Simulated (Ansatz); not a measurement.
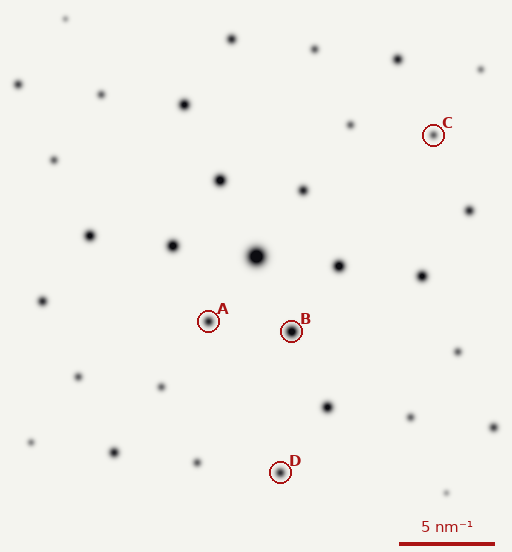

Kinematic zone-axis pattern, calculated for 200 keV electrons with B = 0.3 Å². The zone axis points towards the electron source and the pattern is seen from the source side.

Ru, space group P6_3/mmc (No. 194), a = 2.71 Å, c = 8.70 Å (hexagonal axes). Structure: the geometry relaxed with DFT, PBE, plane waves (420 eV) with PAW, scalar-relativistic in Ansatz 0.2.0; the starting structure was generated, so it need not be a known form of this composition.

Spot A is indexed 0 -1 0 and spot B 1 -1 -1.

### Index the other marked spots.

C = −3A + B = 1 2 -1 (d = 0.883 Å). D = A + 2B = 2 -3 -2 (d = 0.869 Å).

### Which zone axis is this?

The cross product of A and B is parallel to [101]; every spot obeys hu + kv + lw = 0.

### What are the spacings of A and B and the angle between them?

d(A) = 2.347 Å, d(B) = 2.266 Å, and the angle is 61.1°.
